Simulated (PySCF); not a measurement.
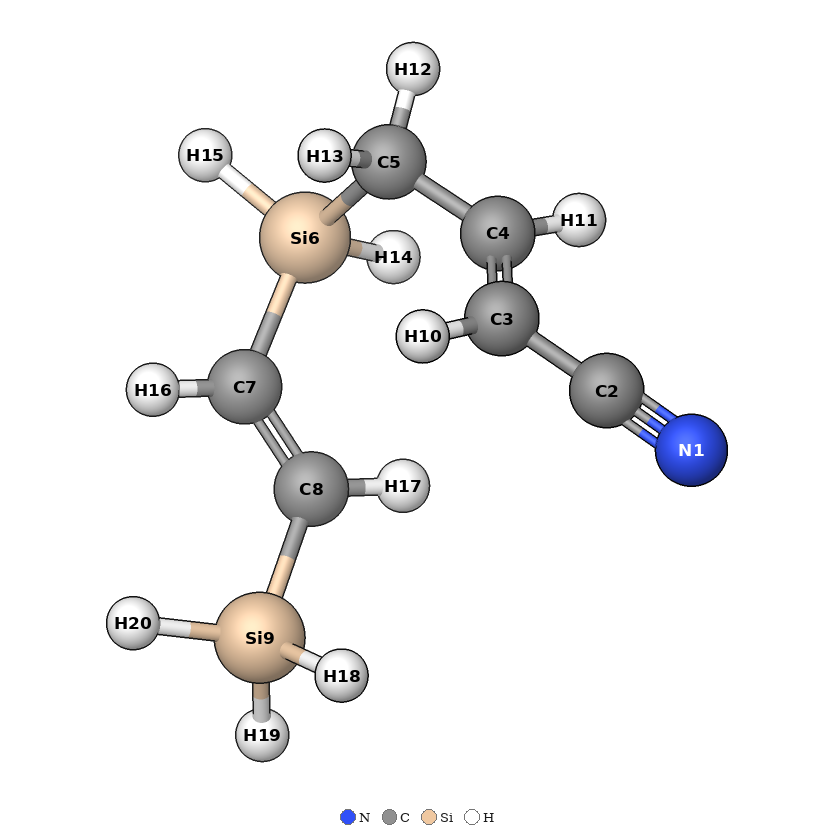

The geometry was computed by an optimisation with PBE0-D3(BJ)/def2-SVP. No frequency run is at hand to confirm it as a minimum. Method: GIAO PBE0/pcSseg-1 NMR shielding, non-relativistic, gas phase (PySCF 2.14.0), and the same with a continuum solvent (IEF-PCM, Bondi radii x 1.2, gas-phase geometry).

How do dipole (D), HOMO–LUMO gap (eV), σ(N1) (ppm), σ(C4) (ppm), σ(C2) (ppm) change in acetone (ε = 20.5), dimethylsulfoxide (ε = 46.8)?

| medium | dipole (D) | HOMO–LUMO gap (eV) | σ(N1) (ppm) | σ(C4) (ppm) | σ(C2) (ppm) |
| --- | --- | --- | --- | --- | --- |
| gas phase | 4.74 | 6.13 | −53.1 | 25.4 | 62.2 |
| acetone | 6.42 | 6.14 | −27.0 | 16.1 | 57.1 |
| dimethylsulfoxide | 6.50 | 6.14 | −25.9 | 15.7 | 56.9 |
